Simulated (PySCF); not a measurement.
**C₃H₆ClFSi: NMR shifts at several levels of theory**

How much do the NMR shifts of C₃H₆ClFSi (`C=C(F)[SiH2]CCl`) depend on the level of theory, and what does each level cost?

Programs: PySCF 2.14.0, with density-fitted response routines of our own. Each step states its level of theory. These are calculated values for one molecule in the gas phase, unless marked as measured. Atoms count from 0, in the outputs and in this text.

## (1) The starting structure

12 atoms, charge 0, multiplicity 1; geometry from: PBE0-D3(BJ)/def2-SVP.

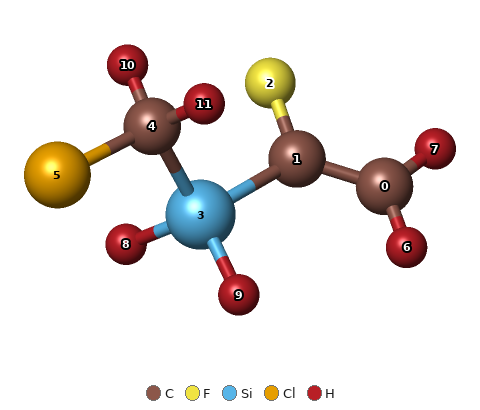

The starting geometry (carbon brown, fluorine yellow, silicon blue, chlorine amber, hydrogen red), atoms numbered.

## (2) Shielding tensors: PBE0/6-31G*

The job: settings as JSON, then the geometry in Å.

```
{"job": {"kind": "nmr", "xc": "PBE0", "basis": "6-31G*", "pop": true}, "charge": 0, "multiplicity": 1}
C      2.263226     0.528621    -0.088774
C      0.973887     0.724256    -0.361903
F      0.512408     1.980716    -0.536682
Si    -0.368246    -0.591929    -0.531305
C     -1.724457    -0.217042     0.729942
Cl    -3.051689    -1.405825     0.559985
H      2.640902    -0.484413     0.058634
H      2.961382     1.366948    -0.009831
H     -0.957179    -0.542281    -1.899030
H      0.242452    -1.924376    -0.264241
H     -2.139261     0.789724     0.574780
H     -1.344108    -0.272782     1.760300
```

With the program's defaults for keys left out, this is: GIAO PBE0/6-31G* NMR shielding, non-relativistic, gas phase.

Command:

```console
OMP_NUM_THREADS=1 python probes_run.py task.json out
```

This one command runs all jobs of the session in turn.

The program printed:

```text
coarse grid: 11312 points
cycle   1  E = -966.8753539662  dE =  4.501e-01  |g| = 4.784e-01  |ddm| = 3.169e+00
cycle   2  E = -966.8520473086  dE =  2.331e-02  |g| = 6.163e-01  |ddm| = 8.589e-01
cycle   3  E = -966.9215152141  dE = -6.947e-02  |g| = 7.569e-02  |ddm| = 4.741e-01
cycle   4  E = -966.9228222988  dE = -1.307e-03  |g| = 2.422e-02  |ddm| = 8.950e-02
cycle   5  E = -966.9229529180  dE = -1.306e-04  |g| = 9.959e-03  |ddm| = 2.820e-02
cycle   6  E = -966.9229737131  dE = -2.080e-05  |g| = 3.090e-03  |ddm| = 1.132e-02
cycle   7  E = -966.9229761769  dE = -2.464e-06  |g| = 3.646e-04  |ddm| = 2.958e-03
final grid: 101136 points
cycle   8  E = -966.8767738626  dE = -1.501e-05  |g| = 7.367e-03  |ddm| = 1.625e-02
cycle   9  E = -966.8767650792  dE =  8.783e-06  |g| = 1.015e-02  |ddm| = 1.354e-02
cycle  10  E = -966.8767866266  dE = -2.155e-05  |g| = 9.440e-04  |ddm| = 7.674e-03
cycle  11  E = -966.8767868182  dE = -1.917e-07  |g| = 1.603e-04  |ddm| = 1.026e-03
cycle  12  E = -966.8767868218  dE = -3.585e-09  |g| = 9.428e-05  |ddm| = 2.312e-04
cycle  13  E = -966.8767868241  dE = -2.339e-09  |g| = 2.184e-05  |ddm| = 1.024e-04
cycle  14  E = -966.8767868243  dE = -1.228e-10  |g| = 5.893e-06  |ddm| = 2.491e-05
converged SCF energy = -966.8767868243

GIAO shielding tensors (ppm)
atom      isotropic    diamagn.    paramagn.     s11        s22        s33       span
  0 C       85.764     260.022    -174.258    -23.272    116.416    164.147    187.420
  1 C       33.174     251.357    -218.184    -59.333     67.124     91.730    151.064
  2 F      285.941     471.880    -185.939    166.419    274.547    416.857    250.438
  3 Si     439.422     883.167    -443.745    415.977    442.719    459.569     43.592
  4 C      169.921     252.051     -82.129    149.708    154.283    205.773     56.065
  5 Cl     941.458    1143.868    -202.410    830.994    883.882   1109.497    278.502
  6 H       26.985      31.219      -4.234     24.202     25.866     30.887      6.686
  7 H       26.764      28.823      -2.059     22.964     26.076     31.251      8.287
  8 H       27.325      29.226      -1.900     24.162     26.275     31.539      7.377
  9 H       27.516      30.239      -2.723     24.072     26.906     31.569      7.496
 10 H       29.171      29.581      -0.411     23.040     28.736     35.737     12.697
 11 H       29.334      29.834      -0.500     23.584     28.808     35.611     12.027
```

Run time: 12 s. Hardware: 1 thread of Arm Neoverse V1, shared host; peak memory 0.58 GiB.

The references, computed at this level on geometries of the same kind, shield at (ppm): ¹H TMS 31.96, ¹³C TMS 194.1, ²⁹Si TMS 418.1, ¹⁹F CFCl3 198.9, ³⁵Cl HCl 930. Their shielding less the atom's gives the shift. The references are single molecules in the gas phase, so shifts against H2O, NH3, PH3, H3PO4 or CFCl3 are not on the usual liquid scales and can be off by tens of ppm. Atoms listed in one row are averaged.

| atoms | environment | σ (ppm) | δ (ppm) |
| --- | --- | --- | --- |
| C1 | fully substituted alkene carbon bonded to F | 33.2 | 161.0 |
| C0 | terminal =CH2 carbon | 85.8 | 108.4 |
| C4 | sp3 CH2 bonded to Cl and Si | 169.9 | 24.2 |
| H7 | hydrogen on a terminal =CH2 carbon | 26.76 | 5.20 |
| H6 | hydrogen on a terminal =CH2 carbon | 26.98 | 4.98 |
| H8, H9 | hydrogen on a silicon bonded to 2 C | 27.42 | 4.54 |
| H10, H11 | hydrogen on an sp3 CH2 bonded to Cl and Si | 29.25 | 2.71 |
| F2 | vinylic fluorine | 285.9 | -87.0 |
| Si3 | silicon bonded to 2 C, 2 H | 439.4 | -21.3 |
| Cl5 | chlorine bonded to C | 941 | -12 |

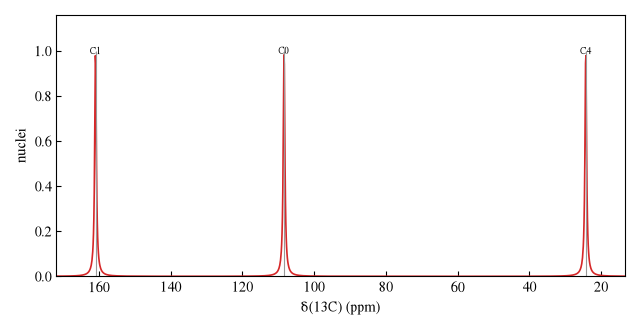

¹³C lines at the computed shifts, without couplings. Lines are broadened to a width of 0.55 ppm (Lorentzian).

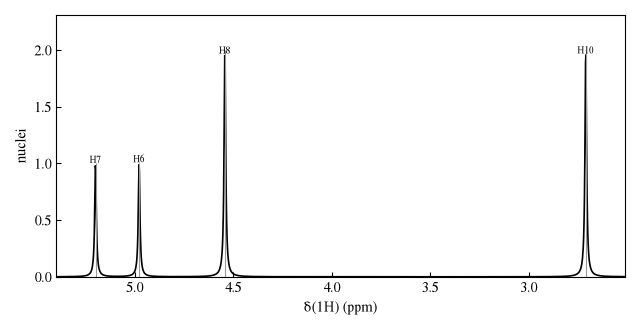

¹H lines at the computed shifts, without couplings. Lines are broadened to a width of 0.01 ppm (Lorentzian).

Charges from the same density, by scheme (e):

| atoms | Mulliken | IAO | Hirshfeld | ESP fit |
| --- | --- | --- | --- | --- |
| C0 | -0.45 | -0.34 | -0.11 | -0.55 |
| C1 | 0.24 | 0.02 | -0.01 | 0.16 |
| F2 | -0.32 | -0.26 | -0.08 | -0.14 |
| Si3 | 0.48 | 0.74 | 0.30 | 0.34 |
| C4 | -0.66 | -0.53 | -0.10 | -0.38 |
| Cl5 | -0.06 | -0.09 | -0.09 | -0.13 |

IAO charges:

| atom | value (e) |
| --- | --- |
| C0 | -0.34 |
| C1 | 0.02 |
| F2 | -0.26 |
| Si3 | 0.74 |
| C4 | -0.53 |
| Cl5 | -0.09 |
| H6 | 0.16 |
| H7 | 0.16 |
| H8 | -0.10 |
| H9 | -0.11 |
| H10 | 0.18 |
| H11 | 0.17 |

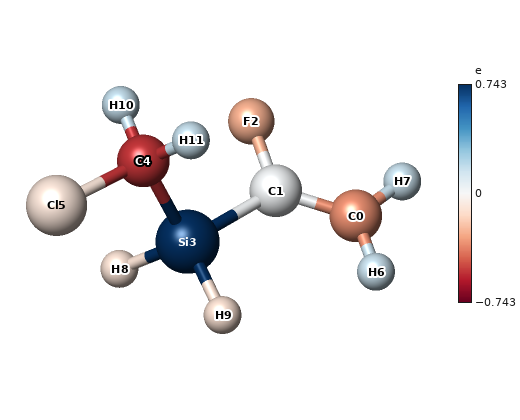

IAO charges, as colours on the atoms.

Mayer bond orders: C0–C1 1.84, C1–F2 0.87, C1–Si3 0.92, Si3–C4 0.91, C4–Cl5 0.96.

## (3) Nuclear shieldings: PBE0/6-311+G(2d,p)

Same as in step 2 but for these lines:

```diff
@@ -1,2 +1,2 @@
-{"job": {"kind": "nmr", "xc": "PBE0", "basis": "6-31G*", "pop": true}, "charge": 0, "multiplicity": 1}
+{"job": {"kind": "nmr", "xc": "PBE0", "basis": "6-311+G(2d,p)", "pop": true}, "charge": 0, "multiplicity": 1}
 C      2.263226     0.528621    -0.088774
```

With the program's defaults for keys left out, this is: GIAO PBE0/6-311+G(2d,p) NMR shielding, non-relativistic, gas phase.

The program printed:

```text
coarse grid: 11312 points
cycle   1  E = -966.9567193928  dE =  4.146e-01  |g| = 4.798e-01  |ddm| = 3.164e+00
cycle   2  E = -966.9307225832  dE =  2.600e-02  |g| = 6.256e-01  |ddm| = 1.453e+00
cycle   3  E = -966.9971464656  dE = -6.642e-02  |g| = 8.537e-02  |ddm| = 8.509e-01
cycle   4  E = -966.9984958735  dE = -1.349e-03  |g| = 3.123e-02  |ddm| = 9.739e-02
cycle   5  E = -966.9987174771  dE = -2.216e-04  |g| = 9.783e-03  |ddm| = 3.180e-02
cycle   6  E = -966.9987338750  dE = -1.640e-05  |g| = 3.983e-03  |ddm| = 1.054e-02
cycle   7  E = -966.9987374772  dE = -3.602e-06  |g| = 6.363e-04  |ddm| = 3.605e-03
final grid: 101136 points
cycle   8  E = -967.0125367947  dE = -3.688e-05  |g| = 6.461e-03  |ddm| = 4.778e-02
cycle   9  E = -967.0125312355  dE =  5.559e-06  |g| = 8.397e-03  |ddm| = 1.128e-02
cycle  10  E = -967.0125464249  dE = -1.519e-05  |g| = 1.226e-03  |ddm| = 6.691e-03
cycle  11  E = -967.0125466844  dE = -2.595e-07  |g| = 2.327e-04  |ddm| = 1.567e-03
cycle  12  E = -967.0125466918  dE = -7.455e-09  |g| = 1.187e-04  |ddm| = 3.239e-04
cycle  13  E = -967.0125466953  dE = -3.436e-09  |g| = 3.004e-05  |ddm| = 1.934e-04
cycle  14  E = -967.0125466955  dE = -2.187e-10  |g| = 6.686e-06  |ddm| = 3.587e-05
converged SCF energy = -967.0125466955

GIAO shielding tensors (ppm)
atom      isotropic    diamagn.    paramagn.     s11        s22        s33       span
  0 C       72.393     258.779    -186.385    -47.374    107.091    157.463    204.838
  1 C       10.707     250.891    -240.184    -94.320     49.730     76.710    171.030
  2 F      276.043     484.116    -208.073    157.312    264.547    406.269    248.956
  3 Si     388.769     879.913    -491.145    364.788    384.397    417.122     52.334
  4 C      158.101     248.421     -90.320    137.051    140.296    196.956     59.904
  5 Cl     919.917    1143.213    -223.296    802.928    857.502   1099.320    296.392
  6 H       26.333      32.692      -6.359     23.442     25.362     30.196      6.754
  7 H       25.991      29.889      -3.898     22.379     25.498     30.095      7.716
  8 H       26.812      28.050      -1.238     23.724     25.896     30.816      7.092
  9 H       27.046      29.877      -2.831     23.809     26.465     30.863      7.054
 10 H       28.338      29.869      -1.531     22.468     27.861     34.685     12.217
 11 H       28.573      30.481      -1.908     22.953     28.042     34.725     11.771
```

Wall time 32 s (1 thread of Arm Neoverse V1, shared host); peak memory 0.98 GiB.

In short: δ C1 175.7, C0 114.0, C4 28.3, F2 -101.3, H7 5.52, H6 5.18 ppm.

## (4) NMR shieldings: PBE0/def2-SVP

Same as in step 3 but for these lines:

```diff
@@ -1,2 +1,2 @@
-{"job": {"kind": "nmr", "xc": "PBE0", "basis": "6-311+G(2d,p)", "pop": true}, "charge": 0, "multiplicity": 1}
+{"job": {"kind": "nmr", "xc": "PBE0", "basis": "def2-SVP", "pop": true}, "charge": 0, "multiplicity": 1}
 C      2.263226     0.528621    -0.088774
```

Method: GIAO PBE0/def2-SVP NMR shielding, non-relativistic, gas phase.

The program printed:

```text
coarse grid: 11312 points
cycle   1  E = -966.3659290841  dE =  3.985e-01  |g| = 4.660e-01  |ddm| = 3.459e+00
cycle   2  E = -966.3404267327  dE =  2.550e-02  |g| = 6.070e-01  |ddm| = 9.583e-01
cycle   3  E = -966.4088437266  dE = -6.842e-02  |g| = 7.365e-02  |ddm| = 5.448e-01
cycle   4  E = -966.4100498723  dE = -1.206e-03  |g| = 2.662e-02  |ddm| = 9.289e-02
cycle   5  E = -966.4102064129  dE = -1.565e-04  |g| = 1.057e-02  |ddm| = 3.286e-02
cycle   6  E = -966.4102295339  dE = -2.312e-05  |g| = 3.009e-03  |ddm| = 1.231e-02
cycle   7  E = -966.4102318721  dE = -2.338e-06  |g| = 4.047e-04  |ddm| = 3.152e-03
final grid: 101136 points
cycle   8  E = -966.5215762778  dE = -1.478e-05  |g| = 6.392e-03  |ddm| = 1.806e-02
cycle   9  E = -966.5215699827  dE =  6.295e-06  |g| = 8.622e-03  |ddm| = 1.253e-02
cycle  10  E = -966.5215860226  dE = -1.604e-05  |g| = 8.942e-04  |ddm| = 7.235e-03
cycle  11  E = -966.5215861862  dE = -1.636e-07  |g| = 1.404e-04  |ddm| = 1.061e-03
cycle  12  E = -966.5215861892  dE = -3.019e-09  |g| = 7.764e-05  |ddm| = 2.110e-04
cycle  13  E = -966.5215861907  dE = -1.536e-09  |g| = 2.130e-05  |ddm| = 9.163e-05
cycle  14  E = -966.5215861909  dE = -1.223e-10  |g| = 4.079e-06  |ddm| = 2.466e-05
converged SCF energy = -966.5215861909

GIAO shielding tensors (ppm)
atom      isotropic    diamagn.    paramagn.     s11        s22        s33       span
  0 C       83.842     255.250    -171.408    -29.871    113.727    167.670    197.541
  1 C       26.376     255.577    -229.201    -72.523     61.211     90.440    162.963
  2 F      287.386     471.059    -183.674    166.560    265.250    430.346    263.786
  3 Si     452.728     882.266    -429.538    425.247    451.550    481.386     56.139
  4 C      168.800     249.503     -80.703    147.738    151.597    207.066     59.328
  5 Cl     964.581    1144.055    -179.474    859.544    912.853   1121.347    261.804
  6 H       26.340      31.805      -5.465     23.166     25.441     30.414      7.248
  7 H       25.990      28.953      -2.963     22.054     25.273     30.643      8.589
  8 H       26.967      28.781      -1.813     23.759     25.899     31.244      7.485
  9 H       27.196      30.039      -2.843     23.790     26.478     31.319      7.529
 10 H       28.536      29.881      -1.346     22.376     28.018     35.213     12.837
 11 H       28.738      30.242      -1.503     23.014     28.091     35.111     12.097
```

Wall time 12 s (1 thread of Arm Neoverse V1, shared host); peak memory 0.65 GiB.

In short: δ C1 167.3, C0 109.9, C4 24.9, F2 -72.7, H7 5.35, H6 5.00 ppm.

## (5) Shielding tensors: PBE0/def2-TZVP

Same as in step 4 but for these lines:

```diff
@@ -1,2 +1,2 @@
-{"job": {"kind": "nmr", "xc": "PBE0", "basis": "def2-SVP", "pop": true}, "charge": 0, "multiplicity": 1}
+{"job": {"kind": "nmr", "xc": "PBE0", "basis": "def2-TZVP", "pop": true}, "charge": 0, "multiplicity": 1}
 C      2.263226     0.528621    -0.088774
```

With the program's defaults for keys left out, this is: GIAO PBE0/def2-TZVP NMR shielding, non-relativistic, gas phase.

The program printed:

```text
coarse grid: 11312 points
cycle   1  E = -966.9944385460  dE =  4.298e-01  |g| = 4.766e-01  |ddm| = 2.636e+00
cycle   2  E = -966.9696697168  dE =  2.477e-02  |g| = 6.275e-01  |ddm| = 7.151e-01
cycle   3  E = -967.0359814145  dE = -6.631e-02  |g| = 8.150e-02  |ddm| = 4.042e-01
cycle   4  E = -967.0372540827  dE = -1.273e-03  |g| = 3.082e-02  |ddm| = 7.548e-02
cycle   5  E = -967.0374657357  dE = -2.117e-04  |g| = 9.502e-03  |ddm| = 2.564e-02
cycle   6  E = -967.0374809517  dE = -1.522e-05  |g| = 4.158e-03  |ddm| = 8.721e-03
cycle   7  E = -967.0374847814  dE = -3.830e-06  |g| = 6.908e-04  |ddm| = 2.793e-03
final grid: 101136 points
cycle   8  E = -967.0347732828  dE = -4.568e-05  |g| = 6.959e-03  |ddm| = 3.631e-02
cycle   9  E = -967.0347676874  dE =  5.595e-06  |g| = 8.631e-03  |ddm| = 9.709e-03
cycle  10  E = -967.0347835840  dE = -1.590e-05  |g| = 1.396e-03  |ddm| = 5.325e-03
cycle  11  E = -967.0347838966  dE = -3.126e-07  |g| = 2.714e-04  |ddm| = 1.100e-03
cycle  12  E = -967.0347839080  dE = -1.143e-08  |g| = 1.201e-04  |ddm| = 2.576e-04
cycle  13  E = -967.0347839114  dE = -3.313e-09  |g| = 3.516e-05  |ddm| = 1.029e-04
cycle  14  E = -967.0347839117  dE = -3.101e-10  |g| = 6.708e-06  |ddm| = 2.601e-05
converged SCF energy = -967.0347839117

GIAO shielding tensors (ppm)
atom      isotropic    diamagn.    paramagn.     s11        s22        s33       span
  0 C       71.780     258.052    -186.272    -49.065    106.801    157.604    206.669
  1 C        8.623     247.381    -238.757    -96.647     47.220     75.297    171.943
  2 F      274.620     470.683    -196.063    149.410    264.964    409.488    260.078
  3 Si     376.800     877.540    -500.739    352.643    372.102    405.656     53.013
  4 C      159.227     244.334     -85.107    138.561    141.501    197.620     59.059
  5 Cl     912.333    1143.551    -231.218    787.429    846.885   1102.686    315.257
  6 H       26.226      31.588      -5.361     23.258     25.323     30.098      6.840
  7 H       25.989      29.512      -3.523     22.278     25.508     30.182      7.904
  8 H       26.799      29.461      -2.662     23.812     25.871     30.714      6.903
  9 H       26.981      30.479      -3.498     23.809     26.380     30.755      6.946
 10 H       28.411      28.697      -0.286     22.552     27.849     34.832     12.280
 11 H       28.625      29.004      -0.379     23.005     28.047     34.825     11.820
```

Run time: 42 s. Hardware: 1 thread of Arm Neoverse V1, shared host; peak memory 0.97 GiB.

In short: δ C1 178.0, C0 114.9, C4 27.4, F2 -95.8, H7 5.49, H6 5.25 ppm.

## (6) Nuclear shieldings: PBE0/cc-pVDZ

Same as in step 5 but for these lines:

```diff
@@ -1,2 +1,2 @@
-{"job": {"kind": "nmr", "xc": "PBE0", "basis": "def2-TZVP", "pop": true}, "charge": 0, "multiplicity": 1}
+{"job": {"kind": "nmr", "xc": "PBE0", "basis": "cc-pVDZ", "pop": true}, "charge": 0, "multiplicity": 1}
 C      2.263226     0.528621    -0.088774
```

With the program's defaults for keys left out, this is: GIAO PBE0/cc-pVDZ NMR shielding, non-relativistic, gas phase.

The program printed:

```text
coarse grid: 11312 points
cycle   1  E = -966.8701600878  dE =  4.847e-01  |g| = 4.695e-01  |ddm| = 6.072e+00
cycle   2  E = -966.8437672227  dE =  2.639e-02  |g| = 6.155e-01  |ddm| = 1.574e+00
cycle   3  E = -966.9138887747  dE = -7.012e-02  |g| = 7.525e-02  |ddm| = 8.507e-01
cycle   4  E = -966.9151807128  dE = -1.292e-03  |g| = 2.593e-02  |ddm| = 1.567e-01
cycle   5  E = -966.9153310476  dE = -1.503e-04  |g| = 1.015e-02  |ddm| = 5.020e-02
cycle   6  E = -966.9153519602  dE = -2.091e-05  |g| = 3.181e-03  |ddm| = 1.761e-02
cycle   7  E = -966.9153545534  dE = -2.593e-06  |g| = 4.046e-04  |ddm| = 5.285e-03
final grid: 101136 points
cycle   8  E = -966.9331478716  dE = -1.510e-05  |g| = 7.007e-03  |ddm| = 4.466e-02
cycle   9  E = -966.9331398397  dE =  8.032e-06  |g| = 9.554e-03  |ddm| = 2.516e-02
cycle  10  E = -966.9331597995  dE = -1.996e-05  |g| = 9.477e-04  |ddm| = 1.362e-02
cycle  11  E = -966.9331599864  dE = -1.869e-07  |g| = 1.434e-04  |ddm| = 1.746e-03
cycle  12  E = -966.9331599891  dE = -2.763e-09  |g| = 7.736e-05  |ddm| = 2.934e-04
cycle  13  E = -966.9331599906  dE = -1.495e-09  |g| = 2.449e-05  |ddm| = 1.441e-04
cycle  14  E = -966.9331599908  dE = -1.628e-10  |g| = 5.153e-06  |ddm| = 4.608e-05
converged SCF energy = -966.9331599908

GIAO shielding tensors (ppm)
atom      isotropic    diamagn.    paramagn.     s11        s22        s33       span
  0 C       86.311     257.679    -171.369    -27.344    118.398    167.878    195.222
  1 C       28.858     251.290    -222.431    -67.867     63.685     90.756    158.623
  2 F      282.245     473.249    -191.004    160.770    269.714    416.251    255.481
  3 Si     458.909     884.863    -425.954    434.109    458.184    484.434     50.325
  4 C      168.708     245.864     -77.155    145.716    151.604    208.806     63.090
  5 Cl     946.501    1144.568    -198.067    837.043    892.550   1109.909    272.867
  6 H       26.190      32.051      -5.862     23.062     25.167     30.340      7.278
  7 H       25.914      28.652      -2.738     21.979     25.246     30.515      8.536
  8 H       26.911      29.300      -2.389     23.663     25.803     31.266      7.603
  9 H       27.120      30.483      -3.363     23.670     26.382     31.308      7.637
 10 H       28.312      29.444      -1.131     22.311     27.874     34.752     12.440
 11 H       28.504      29.743      -1.239     22.903     27.951     34.658     11.755
```

Run time: 14 s. Hardware: 1 thread of Arm Neoverse V1, shared host; peak memory 0.65 GiB.

In short: δ C1 167.9, C0 110.4, C4 28.0, F2 -81.3, H7 5.38, H6 5.10 ppm.

## (7) Nuclear shieldings: PBE0/cc-pVTZ

Same as in step 6 but for these lines:

```diff
@@ -1,2 +1,2 @@
-{"job": {"kind": "nmr", "xc": "PBE0", "basis": "cc-pVDZ", "pop": true}, "charge": 0, "multiplicity": 1}
+{"job": {"kind": "nmr", "xc": "PBE0", "basis": "cc-pVTZ", "pop": true}, "charge": 0, "multiplicity": 1}
 C      2.263226     0.528621    -0.088774
```

Method: GIAO PBE0/cc-pVTZ NMR shielding, non-relativistic, gas phase.

The program printed:

```text
coarse grid: 11312 points
cycle   1  E = -966.9817338198  dE =  4.364e-01  |g| = 4.760e-01  |ddm| = 6.403e+00
cycle   2  E = -966.9574710901  dE =  2.426e-02  |g| = 6.270e-01  |ddm| = 1.357e+00
cycle   3  E = -967.0234042605  dE = -6.593e-02  |g| = 8.068e-02  |ddm| = 7.562e-01
cycle   4  E = -967.0246795178  dE = -1.275e-03  |g| = 3.061e-02  |ddm| = 1.531e-01
cycle   5  E = -967.0248879079  dE = -2.084e-04  |g| = 1.034e-02  |ddm| = 5.301e-02
cycle   6  E = -967.0249065741  dE = -1.867e-05  |g| = 3.860e-03  |ddm| = 1.649e-02
cycle   7  E = -967.0249099740  dE = -3.400e-06  |g| = 6.066e-04  |ddm| = 5.716e-03
final grid: 101136 points
cycle   8  E = -967.0346439090  dE = -5.077e-05  |g| = 7.376e-03  |ddm| = 7.140e-02
cycle   9  E = -967.0346360518  dE =  7.857e-06  |g| = 9.872e-03  |ddm| = 2.448e-02
cycle  10  E = -967.0346554918  dE = -1.944e-05  |g| = 1.270e-03  |ddm| = 1.300e-02
cycle  11  E = -967.0346557651  dE = -2.733e-07  |g| = 2.439e-04  |ddm| = 1.874e-03
cycle  12  E = -967.0346557733  dE = -8.215e-09  |g| = 1.309e-04  |ddm| = 4.512e-04
cycle  13  E = -967.0346557775  dE = -4.176e-09  |g| = 3.293e-05  |ddm| = 2.052e-04
cycle  14  E = -967.0346557778  dE = -2.724e-10  |g| = 7.036e-06  |ddm| = 5.251e-05
converged SCF energy = -967.0346557778

GIAO shielding tensors (ppm)
atom      isotropic    diamagn.    paramagn.     s11        s22        s33       span
  0 C       73.283     256.363    -183.079    -46.555    108.796    157.608    204.162
  1 C       11.293     248.239    -236.947    -93.433     50.052     77.260    170.692
  2 F      272.996     471.672    -198.676    146.419    263.994    408.576    262.157
  3 Si     400.319     888.830    -488.512    377.704    395.897    427.355     49.651
  4 C      159.345     243.514     -84.168    138.287    141.391    198.357     60.070
  5 Cl     934.176    1143.826    -209.649    814.303    879.820   1108.406    294.103
  6 H       26.024      31.055      -5.031     23.067     25.026     29.979      6.912
  7 H       25.804      29.626      -3.822     22.030     25.286     30.096      8.066
  8 H       26.846      29.197      -2.351     23.796     25.873     30.867      7.071
  9 H       27.021      30.159      -3.137     23.794     26.389     30.881      7.087
 10 H       28.189      28.746      -0.557     22.241     27.639     34.688     12.447
 11 H       28.395      28.922      -0.527     22.715     27.819     34.651     11.936
```

Wall time 58 s (1 thread of Arm Neoverse V1, shared host); peak memory 1.1 GiB.

In short: δ C1 176.0, C0 114.0, C4 27.9, F2 -90.4, H7 5.49, H6 5.27 ppm.

[end of part 1 of 2]
